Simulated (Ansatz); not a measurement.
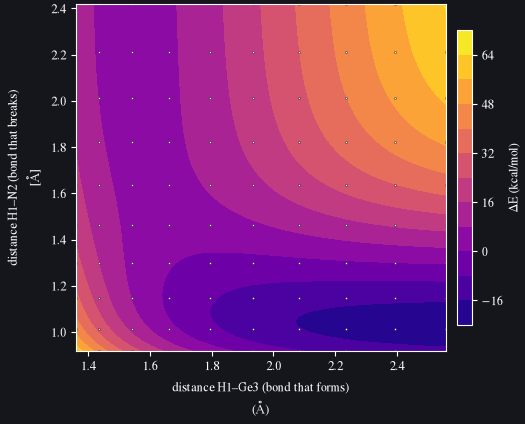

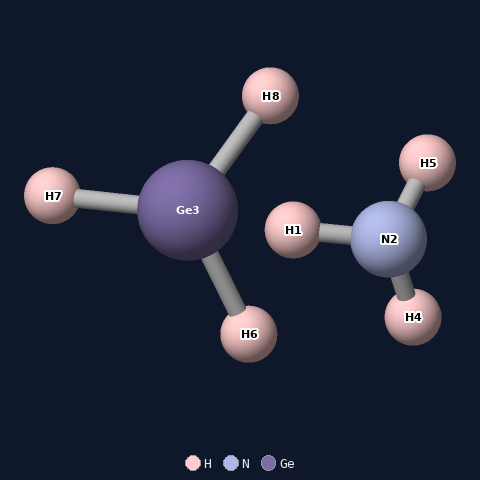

Energy landscape of the reacting system GeH6N (fragments H₃N + GeH₃ where the first distance is long, GeH₄ + H₂N where the second is long), spin multiplicity 2. The first coordinate is: distance H1–Ge3 (bond that forms); the second: distance H1–N2 (bond that breaks). Relaxed at each point: all other coordinates. Grid: 10 × 10 points. Points are written as (first, second). Energies: kcal/mol, counted from a guessed transition structure relaxed with its forming and breaking bonds held. Method: UKS PBE0-D4/def2-SVP in Ansatz.

The picture shows filled contours, dots at the grid points. Between grid points the surface is interpolated. The second picture is the structure at the lowest point.

What does the map say about the system?

The lowest grid point is at (2.559 Å, 1.014 Å), −21 kcal/mol from a guessed transition structure relaxed with its forming and breaking bonds held. It lies in a valley that leaves the map towards separated partners. The highest grid point, (2.559 Å, 2.418 Å), lies 85 kcal/mol above the lowest. On the interpolated surface the lowest path from the side where the first distance is long, (2.559 Å, 1.014 Å), to the side where the second distance is long, (1.542 Å, 2.418 Å), has its top at about (1.59 Å, 1.71 Å), about 26 kcal/mol above the start and 0.72 kcal/mol above the end.

The values on the grid:

```tsv
second ↓, first →	1.359	1.436	1.542	1.663	1.794	1.935	2.082	2.235	2.395	2.559
2.418	13	7	5	7	13	22	33	44	55	64
2.213	13	7	5	7	13	22	32	42	53	62
2.014	14	8	5	7	12	20	30	40	49	57
1.822	16	9	5	6	11	18	27	35	43	49
1.637	18	11	6	6	9	14	20	26	32	36
1.462	22	13	6	4	4	7	10	14	17	19
1.298	27	16	6	1	−2	−2	−2	−1	0	0
1.147	34	20	8	−1	−7	−11	−13	−14	−14	−15
1.014	45	30	14	2	−6	−12	−16	−18	−20	−21
0.918	61	44	27	14	4	−3	−8	−11	−13	−14
```

Each point was launched as `ansatz run input.yaml --threads 1 --pin off --max-ram 2560MiB --backend cpu --events-out ev --progress --plain --runs-dir out`. The whole map (100 points run) took 36 min on 1 thread of Arm Neoverse V1 (shared host).
